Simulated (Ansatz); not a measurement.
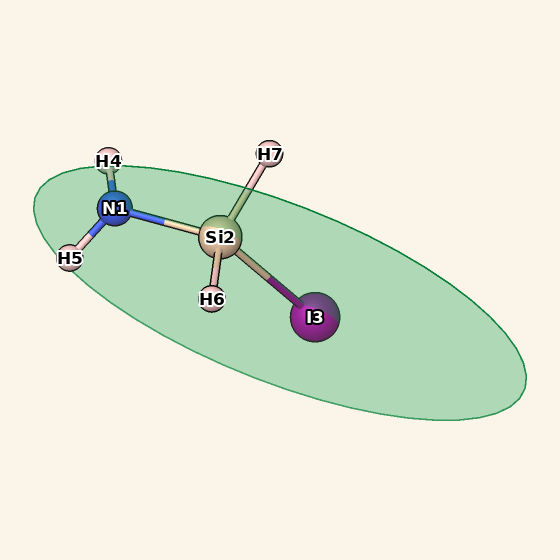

A disc through the centre of mass is drawn in. Depth is shown by fading: the farther an atom, the more it takes the colour of the background. The geometry was computed by an optimisation with PBE-D4/def2-SVP. No frequency run is at hand to confirm it as a minimum.

Is the plane of the disc a mirror plane of the structure?

Answer. Yes. The reflection leaves N1, Si2, I3 in place and moves H4 ↔ H5; H6 ↔ H7. The point group is Cs.
